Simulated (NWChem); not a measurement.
**A workflow on the pair BOF···SiO**

Wanted: the energy (singlet BSiO2F, MP2/pcseg-1), then a single-point energy (singlet BOF, MP2/pcseg-1), then the energy (singlet SiO, MP2/pcseg-1), then a single-point energy (singlet BOF, MP2/pcseg-1), then the energy (singlet SiO, MP2/pcseg-1) of BFO2Si and its partners. 

The results are computed with NWChem 7.3.0.

## Step 1: Starting point

BSiO2F has 5 atoms, charge 0, and is taken as a singlet. The two molecules were placed rigidly side by side, at 0.8 times their contact distance; the pair isn't optimised.

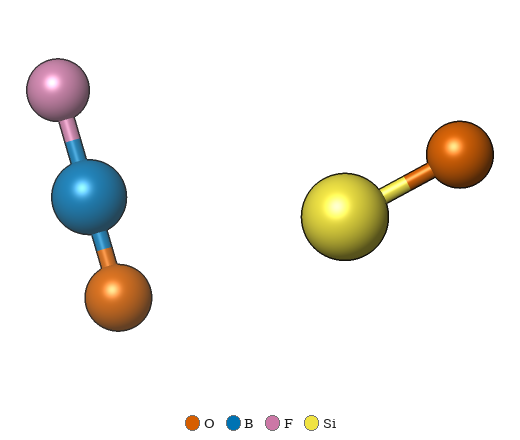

Viewed from a chosen angle; oxygen orange, boron blue, fluorine pink, silicon yellow.

## Step 2: A single-point energy at MP2/pcseg-1 (run 1)

job.nw reads:

```
start job
title "BFO2Si mp2"
memory 2200 mb
geometry units atomic noautosym nocenter noautoz
  O    1.85778975  -1.06794092   0.90687957
  B    0.03836144  -0.02197751   0.01870829
  F   -1.89615119   1.08993734  -0.92558786
  O    5.60541901   1.12852554  -6.24235120
  Si   5.00715062   1.12274298  -3.45474061
end
basis spherical bse
  * library pcseg-1
end
scf
  thresh 1e-08
  maxiter 80
  print low
end
mp2
  freeze core 9
  tight
end
task mp2
```

Launch:

```console
nwchem job.nw > job.out
```

What it wrote:

```text
[...]
  functions       =    74
[...]
  wavefunction    = RHF
[...]
         Total SCF energy =   -562.764627531257
      One-electron energy =  -1095.812979621041
      Two-electron energy =    374.349932709630
 Nuclear repulsion energy =    158.698419380154
        Time for solution =     11.9s
[...]
          Total MP2 energy          -563.481158302658
[...]
```

Wall time 15 s (1 thread of Intel Xeon Platinum 8259CL at 2.50GHz (Skylake/Cascade Lake), shared host); peak memory 0.17 GiB.

## Step 3: BOF: the energy at MP2/pcseg-1 (run 2)

bfo.nw reads:

```
start bfo
title "BFO"
memory total 2200 mb

geometry noautosym nocenter noautoz
   O      0.983100    -0.565130     0.479900
   B      0.020300    -0.011630     0.009900
   F     -1.003400     0.576770    -0.489800
end

basis spherical bse
   * library pcseg-1
end

scf
   thresh 1e-08
   maxiter 80
   print low
end

mp2
   freeze core 3
   tight
end

task mp2 energy
```

Launch:

```console
nwchem bfo.nw > bfo.out
```

What it wrote:

```text
[...]
  functions       =    42
[...]
  wavefunction    = RHF
[...]
         Total SCF energy =   -199.023619197145
      One-electron energy =   -377.317383713006
      Two-electron energy =    126.854810660300
 Nuclear repulsion energy =     51.438953855561
        Time for solution =      2.2s
[...]
          Total MP2 energy          -199.466342910389
[...]
```

It took 3.3 s on 1 thread of Intel Xeon Platinum 8259CL at 2.50GHz (Skylake/Cascade Lake), shared host; peak memory 0.1 GiB.

## Step 4: SiO: the energy at MP2/pcseg-1 (run 3)

sp.nw reads:

```
START sp
memory total 2200 mb

GEOMETRY noautosym nocenter noautoz
 O      2.966260     0.597190    -3.303310
 Si     2.649670     0.594130    -1.828170
END

BASIS "ao basis" spherical bse
 O library pcseg-1
 Si library pcseg-1
END

SCF
 thresh 1e-08
 maxiter 80
 print low
END

MP2
 freeze core 6
 tight
END

TASK mp2 energy
```

Launch:

```console
nwchem sp.nw > sp.out
```

What it wrote:

```text
[...]
  functions       =    32
[...]
  wavefunction    = RHF
[...]
         Total SCF energy =   -363.748233150666
      One-electron energy =   -582.874248083593
      Two-electron energy =    179.842832047162
 Nuclear repulsion energy =     39.283182885766
        Time for solution =      5.2s
[...]
          Total MP2 energy          -364.018320999169
[...]
```

Run time: 6.6 s. Hardware: 1 thread of Intel Xeon Platinum 8259CL at 2.50GHz (Skylake/Cascade Lake), shared host; peak memory 0.098 GiB.

## Step 5: BOF among ghost functions: the energy at MP2/pcseg-1 (with ghost functions) (run 4)

run.nw reads:

```
start run
memory stack 880 mb heap 220 mb global 1100 mb
geometry units au noautosym nocenter noautoz
  O   1.85778975 -1.06794092  0.90687957
  B   0.03836144 -0.02197751  0.01870829
  F  -1.89615119  1.08993734 -0.92558786
  bqO      5.605419     1.128526    -6.242351
  bqSi     5.007151     1.122743    -3.454741
end
basis spherical bse
  O library pcseg-1
  B library pcseg-1
  F library pcseg-1
  bqO library O pcseg-1
  bqSi library Si pcseg-1
end
scf
  thresh 1e-08
  maxiter 80
  noprint "final vectors analysis"
end
mp2
  freeze core 3
  tight
end
task mp2 energy
```

Launch:

```console
nwchem run.nw > run.out
```

What it wrote:

```text
[...]
  functions       =    74
[...]
  wavefunction    = RHF
[...]
         Total SCF energy =   -199.024068265349
      One-electron energy =   -377.307238360206
      Two-electron energy =    126.844219906172
 Nuclear repulsion energy =     51.438950188685
        Time for solution =      7.2s
[...]
          Total MP2 energy          -199.467194565428
[...]
```

Run time: 9.9 s. Hardware: 1 thread of Intel Xeon Platinum 8259CL at 2.50GHz (Skylake/Cascade Lake), shared host; peak memory 0.15 GiB.

## Step 6: SiO among ghost functions: the energy at MP2/pcseg-1 (with ghost functions) (run 5)

mymol.nw reads:

```
START mymol
TITLE "OSi mp2"
memory stack 880 mb heap 220 mb global 1100 mb
GEOMETRY units angstroms noautosym nocenter noautoz
O        2.966260       0.597190      -3.303310
Si       2.649670       0.594130      -1.828170
bqO      0.983100    -0.565130     0.479900
bqB      0.020300    -0.011630     0.009900
bqF     -1.003400     0.576770    -0.489800
END
BASIS spherical bse
O library pcseg-1
Si library pcseg-1
bqO library O pcseg-1
bqB library B pcseg-1
bqF library F pcseg-1
END
SCF
thresh 1e-08
maxiter 80
noprint "final vectors analysis"
END
MP2
freeze core 6
tight
END
TASK mp2 energy
```

Launch:

```console
nwchem mymol.nw > mymol.out
```

What it wrote:

```text
[...]
  functions       =    74
[...]
  wavefunction    = RHF
[...]
         Total SCF energy =   -363.749000584805
      One-electron energy =   -582.858398288787
      Two-electron energy =    179.826214818217
 Nuclear repulsion energy =     39.283182885766
        Time for solution =     11.0s
[...]
          Total MP2 energy          -364.019757255506
[...]
```

Wall time 14 s (1 thread of Intel Xeon Platinum 8259CL at 2.50GHz (Skylake/Cascade Lake), shared host); peak memory 0.13 GiB.

## Step 7: Results

| quantity | value |
| --- | --- |
| run 1, MP2/pcseg-1: total energy | -563.48116 Eh |
| run 1, MP2/pcseg-1: correlation energy (9 core orbitals frozen) | -716.5 mEh |
| BOF: total energy | -199.46634 Eh |
| BOF: correlation energy (3 core orbitals frozen) | -442.7 mEh |
| SiO: total energy | -364.01832 Eh |
| SiO: correlation energy (6 core orbitals frozen) | -270.1 mEh |
| BOF among ghost functions: total energy | -199.46719 Eh |
| BOF among ghost functions: correlation energy (3 core orbitals frozen) | -443.1 mEh |
| SiO among ghost functions: total energy | -364.01976 Eh |
| SiO among ghost functions: correlation energy (6 core orbitals frozen) | -270.8 mEh |
| interaction energy of the rigid parts BOF and SiO (parts in their own basis; closest atoms 3.07 Å apart) | 0.095 eV |
| interaction energy of the rigid parts BOF and SiO (parts in the whole basis, counterpoise; closest atoms 3.07 Å apart) | 0.158 eV |

**Reading.** The interaction energy of the rigid parts BOF and SiO (parts in their own basis; closest atoms 3.07 Å apart) is 0.10 eV (2.2 kcal/mol): the parts repel at this shape. Without counterpoise this holds the superposition error of the basis. The interaction energy of the rigid parts BOF and SiO (parts in the whole basis, counterpoise; closest atoms 3.07 Å apart) is 0.16 eV (15.2 kJ/mol): the parts repel at this shape. The basis-set superposition error is 6.0 kJ/mol.
